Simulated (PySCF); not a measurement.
SMILES CC(C)(C)C[SiH2]O[SiH3] (C5H16OSi2) at its GFN2-xTB optimised geometry (Å):

```
24

C      2.1033    -0.1219     0.0000
C      0.5694    -0.1219     0.0000
C      0.0761    -0.8261    -1.2642
C      0.0749     1.3248     0.0000
C      0.0765    -0.8580     1.2525
Si    -1.7995    -0.9966     1.5296
O     -2.0358    -1.8258     2.9053
Si    -1.8812    -2.7234     4.2380
H      2.4872    -1.1399    -0.0120
H      2.4875     0.3779     0.8869
H      2.4876     0.3969    -0.8761
H     -1.0075    -0.7815    -1.3302
H      0.3782    -1.8710    -1.2633
H      0.4930    -0.3508    -2.1500
H      0.3668     1.8293     0.9183
H      0.4999     1.8710    -0.8400
H     -1.0081     1.3597    -0.0819
H      0.4937    -1.8696     1.2420
H      0.5107    -0.3684     2.1296
H     -2.4876    -1.7770     0.4989
H     -2.4521     0.2923     1.7686
H     -3.1933    -2.6927     4.8783
H     -1.4965    -4.0721     3.8227
H     -0.8451    -2.1139     5.0724
```

Method: PBE0/def2-SVP (PySCF).

Map of the electron localisation function on the plane z = 0.6 Å:

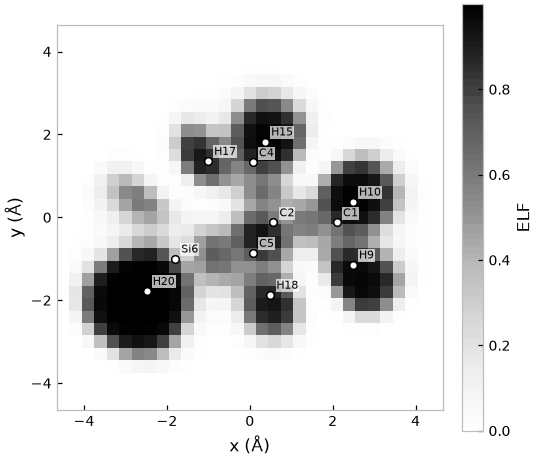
*Electron localisation function on the plane z = 0.6 Å.*
